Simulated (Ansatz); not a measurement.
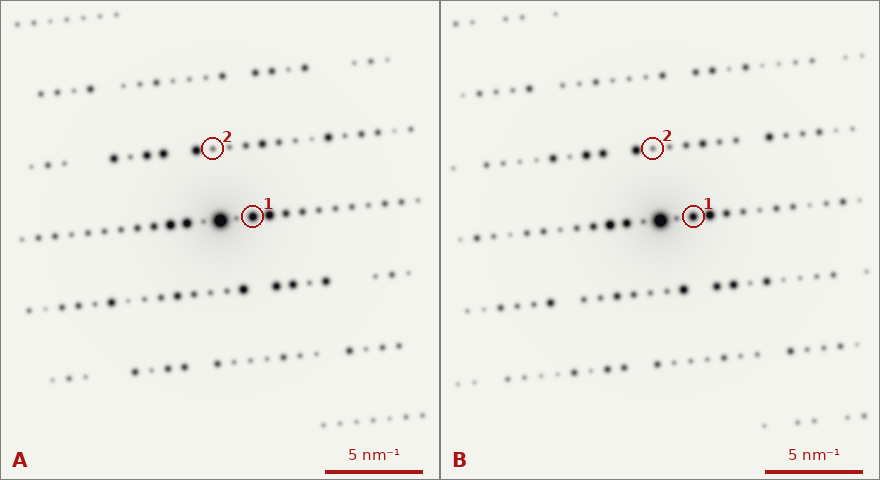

Kinematic electron diffraction patterns (300 kV, B = 0.5 Å², same scale) along [110] of the run's own cell, for the start and the end of one relaxation of Mg3F2 with DFT PBE, scalar-relativistic, plane waves, PAW (Ansatz). k mesh 12×12×4. The start is a generated model structure, and the relaxation ends in the nearest stationary point of its symmetry, not necessarily the ground state. Spot 1 is 0 0 -2 and spot 2 is -1 1 0 in both.

Start structure:

```yaml
crystal:
  lattice:
    - [3.10568, 0.00000, 0.00000]
    - [-1.55284, 2.68959, 0.00000]
    - [0.00000, 0.00000, 11.54184]
  atoms:
    - { symbol: Mg, position: [0.00000, 0.00000, 0.00000] }
    - { symbol: Mg, position: [0.33333, 0.66667, 0.62486] }
    - { symbol: Mg, position: [0.66667, 0.33333, 0.37514] }
    - { symbol: F, position: [0.33333, 0.66667, 0.91804] }
    - { symbol: F, position: [0.66667, 0.33333, 0.08196] }
```

Which pattern belongs to the start structure, and which to the relaxed one?

B is the start: its cell gives d(1) = 5.771 Å, d(2) = 2.690 Å and an angle of 90.0°. A is the relaxed structure, with d(1) = 5.820 Å (+0.9 %), d(2) = 2.699 Å (+0.4 %) and 90.0°.

Name reflections whose intensity changes strongly on relaxation.

1 -1 9 goes from 4.4 to 12 % of the strongest spot; 0 0 10 goes from 3.1 to 8.6 % of the strongest spot; 0 0 5 goes from 7.8 to 16 % of the strongest spot.

What did the relaxation do to the structure and the energy?

The volume changed by +1.6 % to 19.59 Å³ an atom; with the mean shift removed, the atoms moved by up to 0.10 Å relative to the cell (Mg most); the space group stayed P-3m1 (No. 164); the free energy fell by 3.9 meV an atom. Relaxed cell: a = 3.117 Å, b = 3.117 Å, c = 11.641 Å, α = 90.00°, β = 90.00°, γ = 120.00°.
